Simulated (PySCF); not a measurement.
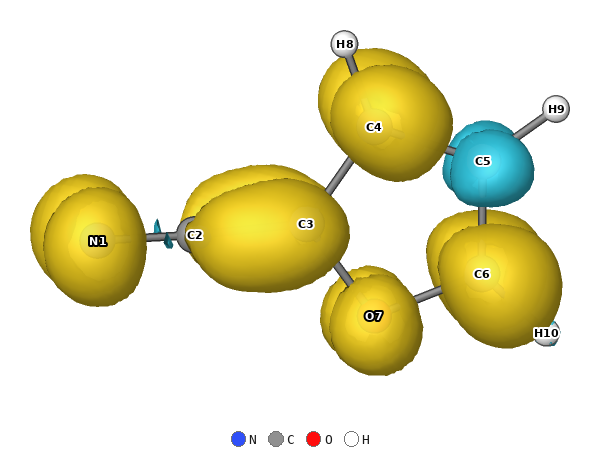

The picture shows: C$_{5}$H$_{3}$NO (SMILES [N-]=[C]c1ccco1) (charge −1, doublet). Isosurfaces of the spin density (α minus β) at +0.02 (yellow) and −0.02 e/Å³ (cyan), seen at a tilt.

Geometry: GFN2-xTB.

Computed with UKS B3LYP, pcH-1 on C H N O, non-relativistic, mean-field spin-orbit, GIAO in PySCF.

```xyz
10

N     2.8637    1.1556   -1.4117
C     1.8489    0.7270   -0.9910
C     0.6925    0.2558   -0.4523
C     0.2225    0.3129    0.8868
C    -1.0171   -0.3208    0.9006
C    -1.2938   -0.7476   -0.3731
O    -0.2649   -0.4128   -1.2449
H     0.7469    0.7667    1.7084
H    -1.6618   -0.4605    1.7549
H    -2.1280   -1.2717   -0.8003
```

Where is the unpaired spin?

The unpaired spin (1 electron) lies mostly on C6 (about 0.2), N1 (about 0.2), C4 (about 0.2), C3 (about 0.2), O7 (about 0.2) and C2 (about 0.1), in electrons by Hirshfeld's partition.
